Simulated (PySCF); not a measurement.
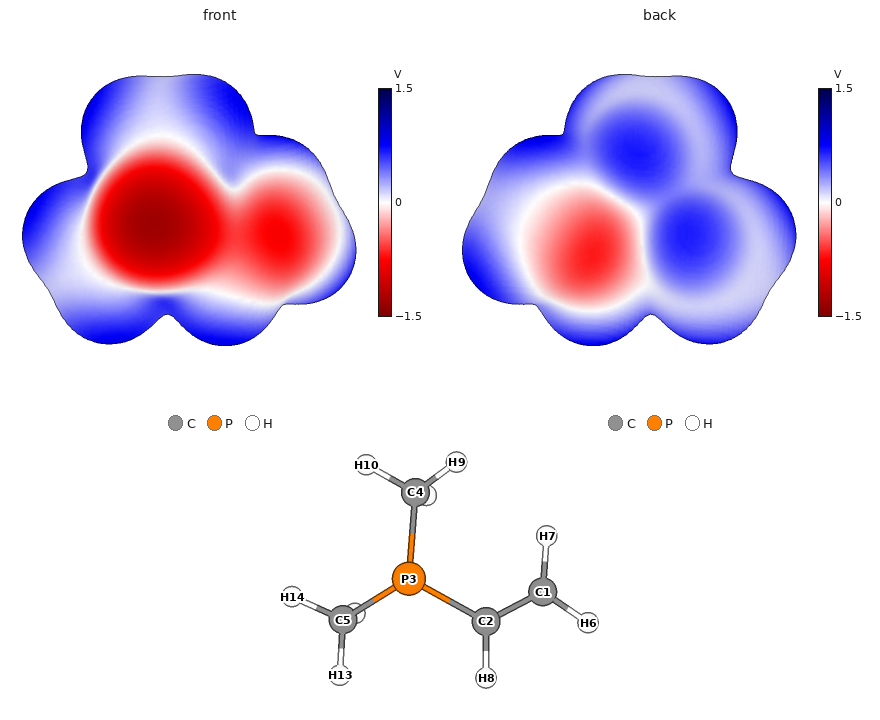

*C4H9P. The electrostatic potential painted on the density surface at 0.002 e/bohr³, seen from the front and from behind; red is negative and blue positive. The bare structure is drawn below in the same view.*

Geometry: PBE0-D3(BJ)/def2-SVP.

All numbers below come from PySCF 2.14.0, PBE0/def2-SVPD, SCF density, gas phase.

```xyz
14

C     2.1168   -0.5644   -0.0755
C     0.9937   -0.9344    0.5489
P    -0.4377    0.1060    0.9706
C    -0.2098    1.5374   -0.1701
C    -1.7610   -0.8281    0.0715
H     2.9492   -1.2622   -0.2071
H     2.2611    0.4443   -0.4744
H     0.9236   -1.9593    0.9381
H     0.6195    2.1682    0.1827
H    -1.1228    2.1512   -0.1485
H    -0.0103    1.2245   -1.2076
H    -1.5295   -0.9666   -0.9961
H    -1.8898   -1.8158    0.5394
H    -2.7144   -0.2869    0.1698
```

> Which sites attract a positive test charge, and which a negative one?

A positive charge is drawn to the negative regions and a negative charge to the positive ones. The most negative region (about −1.3 V) lies over P3, the most positive (about +0.8 V) over the H atoms.
